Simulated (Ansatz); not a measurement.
MoS2, pressure series

Consider MoS2 in the 3R-MoS2 type structure (space group R3m, No. 160; a = 3.153 Å, c = 17.991 Å (hexagonal axes); layered, stacked along the Cartesian z axis).

Cell and atoms are relaxed at each pressure.

Levels (all Ansatz, a program for electronic structure, PAW): PBE-D3(BJ) (420 eV, scalar-relativistic without spin-orbit coupling); r2SCAN+rVV10 (500 eV, no spin-orbit coupling).

The base cell above is that of PBE-D3(BJ); each level relaxes its own structures.

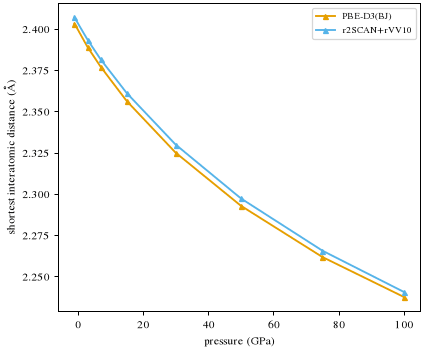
Figure: Shortest interatomic distance under two levels

### Question
How do the two levels compare along the series?

### Answer
PBE-D3(BJ) lies below r2SCAN+rVV10 in every row, by 0.3 pm to 0.5 pm. They put the cases in the same order.

A case with no gap was solved on a k-mesh chosen for an insulator, which is coarse for it. Load acts through the strain it causes; cell and atoms are relaxed under it. No phonon test of stability was made. Competing high-pressure phases were not computed. All final runs are without spin polarisation.
